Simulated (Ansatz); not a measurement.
**Single-point calculation, with input and output: Si₂PH₉**

- system: Si₂PH₉
- method: RKS PBE0-D4/def2-TZVPP (Ansatz 0.2.0)

The geometry is a transition state. The reaction was set up to form Si1–P7 and H2–H6 and to break Si1–H2 and H6–P7 (atoms counted from 1 in the order of the input); sticks are drawn by distance alone. The geometry comes from this level: PBE0-D4/def2-TZVP.

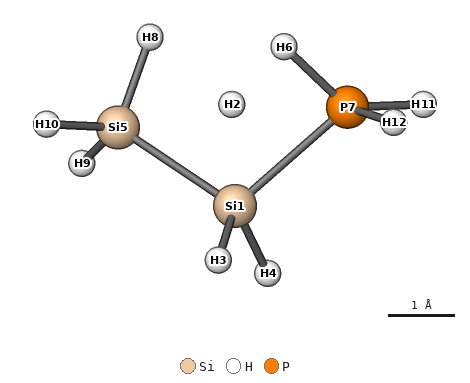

The structure (ball-and-stick view, seen at a tilt; atoms are numbered from 1 in the order of the input).

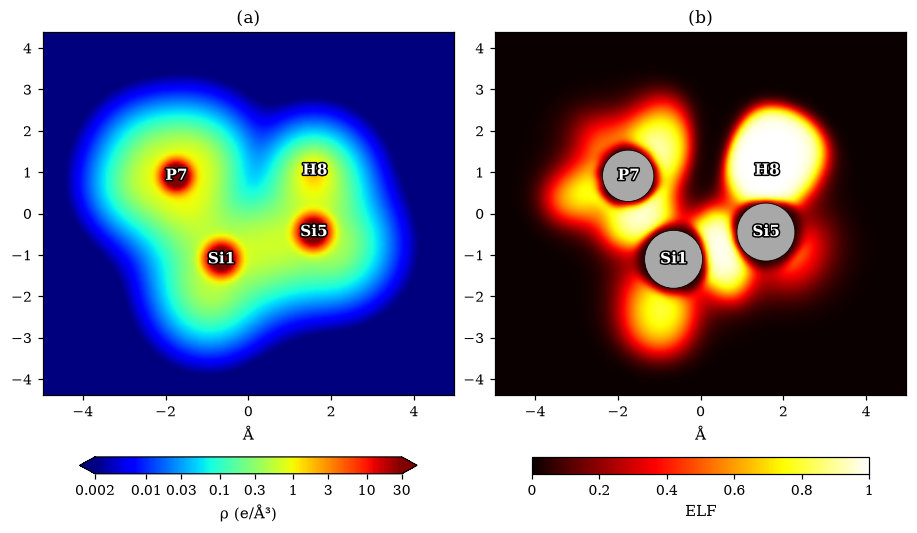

(a) electron density; (b) ELF on the plane of atoms Si5, Si1 and P7. Grey discs, where drawn, cover atomic cores. Atoms in the plane: Si, P and H. Si–P (2.30 Å): ρ is about 0.63 e/Å³ halfway, with its minimum of 0.53 e/Å³ about 0.8 Å from Si; the ELF peaks at about 0.95 between the atoms, which marks a shared electron pair. Si–Si (2.33 Å): ρ is about 0.63 e/Å³ halfway; the ELF peaks at about 1 between the atoms (localised, shared-pair bonding). Si–H (1.49 Å): ρ is about 0.78 e/Å³ halfway; the ELF climbs to about 1 towards the hydrogen, as it does in any bond to H.

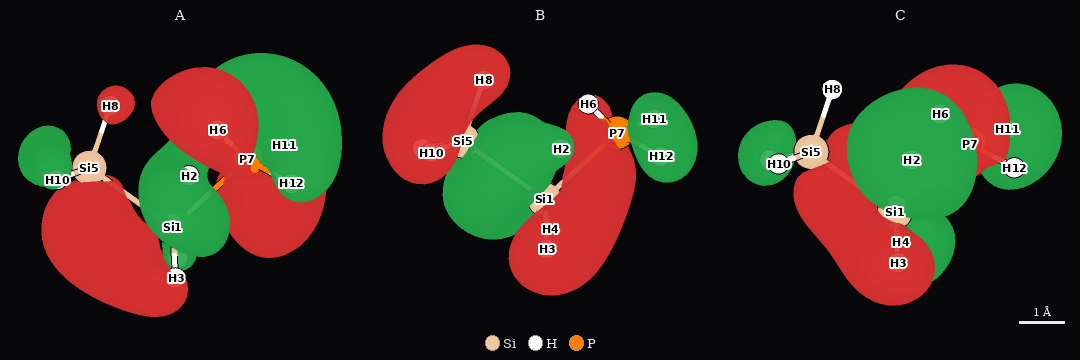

Three frontier orbitals at ±0.06 Å⁻³ᐟ² (green and red are the two phases). B is the HOMO−1 (−8.35 eV). Its weight (Hirshfeld) is mainly on Si1 (35 %), Si5 (30 %), P7 (10 %) and H3 (10 %). C is the HOMO (−6.42 eV). Its weight (Hirshfeld) is mainly on H2 (25 %), P7 (20 %), Si1 (15 %) and H11 (10 %). A is the LUMO (−1.08 eV). Its weight (Hirshfeld) is mainly on P7 (40 %), Si1 (15 %), H6 (10 %) and Si5 (10 %). The HOMO–LUMO gap is 5.34 eV between the orbital energies.

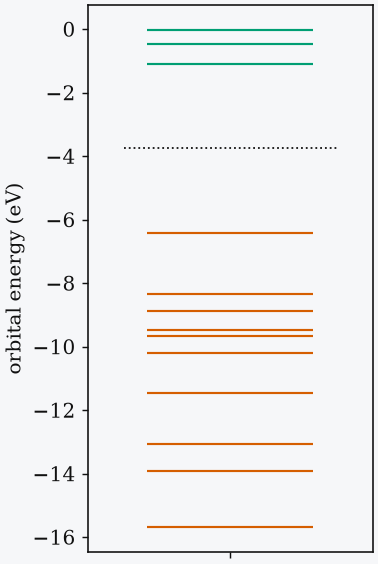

Orbital energies near the frontier; the dotted line parts filled from empty levels, and levels within 0.02 eV of each other stand side by side. Highest filled −6.42 eV, lowest empty −1.08 eV, 5.34 eV apart.

These pictures come from the run below.

## Input
```yaml
crystal:
  periodic: [false, false, false]
  atoms:
    - {symbol: Si, position_ang: [-0.412100, -0.319999, -0.891302]}
    - {symbol: H, position_ang: [1.348223, 0.095553, -0.328703]}
    - {symbol: H, position_ang: [0.148017, -0.898624, -2.145533]}
    - {symbol: H, position_ang: [-1.866192, -0.143739, -1.253215]}
    - {symbol: Si, position_ang: [-0.170923, -1.562747, 1.060282]}
    - {symbol: H, position_ang: [1.249845, 1.170892, 0.438783]}
    - {symbol: P, position_ang: [0.033185, 1.811933, -0.164028]}
    - {symbol: H, position_ang: [0.313187, -0.627708, 2.114890]}
    - {symbol: H, position_ang: [-1.426337, -2.202510, 1.546594]}
    - {symbol: H, position_ang: [0.845810, -2.624474, 0.842167]}
    - {symbol: H, position_ang: [-0.829032, 2.962675, 0.025226]}
    - {symbol: H, position_ang: [0.766218, 2.338747, -1.245162]}
basis:
  gaussian: {orbitals: def2-TZVPP}
hamiltonian: {xc: pbe0, dispersion: d4}
output: {orbitals: {seedname: orbitals}}
```

Launch command:
```bash
ansatz run in.yaml --threads 4 --pin off --events-out ev --progress --plain --max-ram 9574MiB
```

## Output
```
Functional definition: PBE0
  name "PBE0"
  cite "Adamo & Barone, J. Chem. Phys. 110, 6158 (1999) doi:10.1063/1.478522"
  cite "Perdew, Burke & Ernzerhof, Phys. Rev. Lett. 77, 3865 (1996) doi:10.1103/PhysRevLett.77.3865"
  parent pbe
  parameter a = 0.25
  parameter kappa = 0.804
  parameter beta = 0.06672455060314922
  exchange = (1 - a)*pbe_x(kappa = kappa, mu = beta*pi^2/3) + a*exact_x
  correlation = pbe_c(beta = beta)
1413 factors; their error is unknown
mean field evaluation 1: about -25176.7384 eV, gradient 1.7e1 eV
mean field evaluation 2: about -25176.5877 eV, gradient 1.9e1 eV
mean field evaluation 4: about -25177.8317 eV, gradient 1.2e0 eV
mean field evaluation 8: about -25177.8670 eV, gradient 3.1e-1 eV
mean field evaluation 16: about -25177.8671 eV, gradient 4.0e-5 eV
mean field -25177.86707150 eV, -925.2695487062 hartree, gradient 4.0e-5 eV, S^2 0.000000; 0 other end points of the search recorded, 0 dependent functions left out
reference -25177.86710826 eV, -925.2695500573 hartree; 26, 26 occupied and 226, 226 virtual orbitals, 1413 factors
Total energy: -25178.13157884 eV, -925.2792691717 hartree
```

## Key numbers

- outcome: converged
- total energy: −25178.1316 eV
- mean-field energy: −25177.8671 eV
- dispersion energy: −0.2645 eV
- SCF solution under orbital rotations: stable
- HOMO: −6.42 eV
- LUMO: −1.08 eV
- hardware: 4 threads of Intel Xeon @ 2.50GHz, 15 GiB of memory available, shared host
- wall time: 3.1 s (CPU time 11 s)
- peak memory: 0.64 GiB
